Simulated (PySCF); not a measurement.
**LaC (quartet): density, localisation and related maps**

```xyz
2

La    0.0000    0.0000   -0.1695
C     0.0000    0.0000    1.9625
```

Core potentials replace the inner electrons of La.

Method: PBE0/def2-TZVPP, non-relativistic Hamiltonian with scalar-relativistic core potentials where named, at a bond length of 2.132 Å (PySCF 2.14.0).

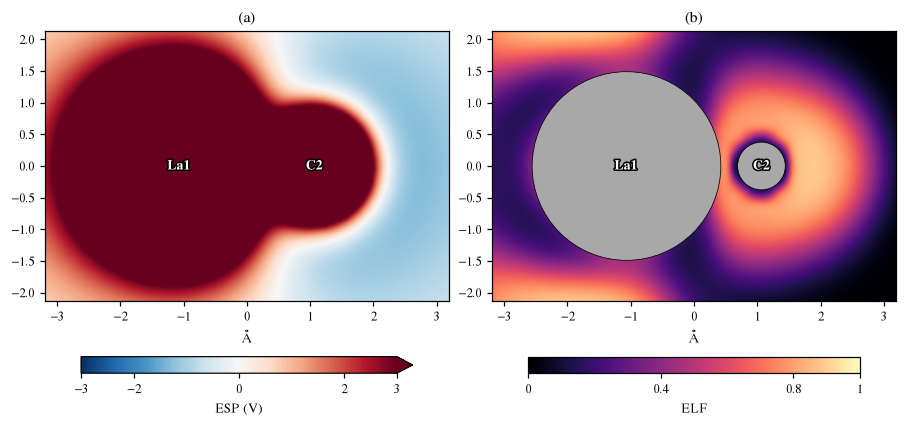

Figure 1. (a) electrostatic potential; (b) electron localisation function on a plane that holds the molecular axis. Grey discs cover the atomic cores in the ELF map.

Q: Read the bonding off the picture.

A: Atoms in the plane: La and C.
C–La (2.13 Å): the ELF peaks at about 0.80 in the valence shell of C, 0.6 Å from its nucleus, and is about 0.45 at the midpoint.
Outside the dense part of the molecule the potential is most negative (−1.3 V) near C2.

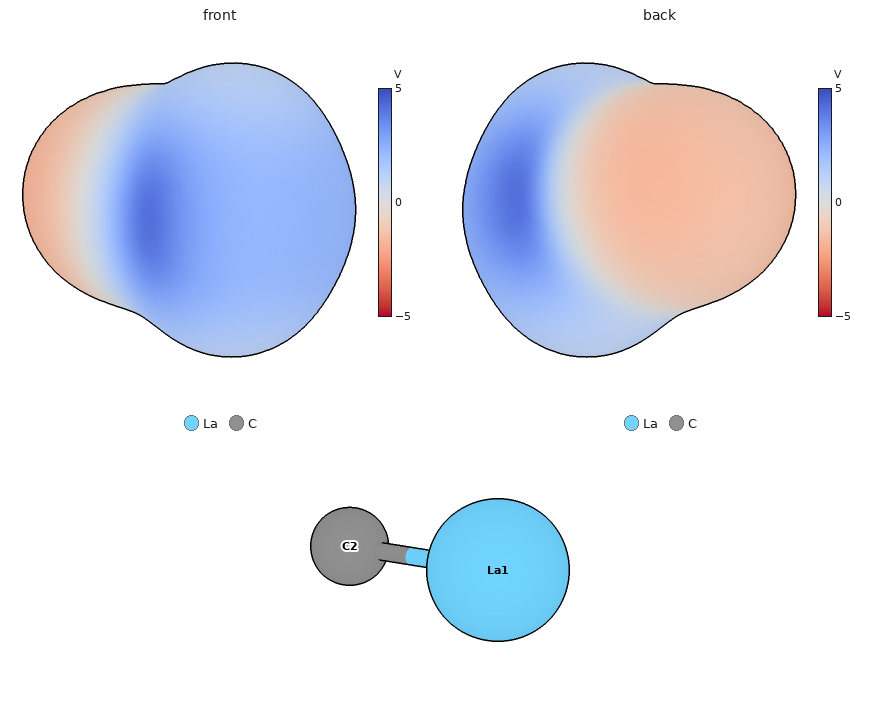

Figure 2. The electrostatic potential painted on the density surface at 0.002 e/bohr³, seen from the front and from behind; the colour scale runs from red (negative) to blue (positive). The bare structure is drawn below in the same view.

Q: Where is the surface potential most negative and most positive?

A: The most negative region (about −1.7 V) lies over C2, the most positive (about +4.1 V) over La1.
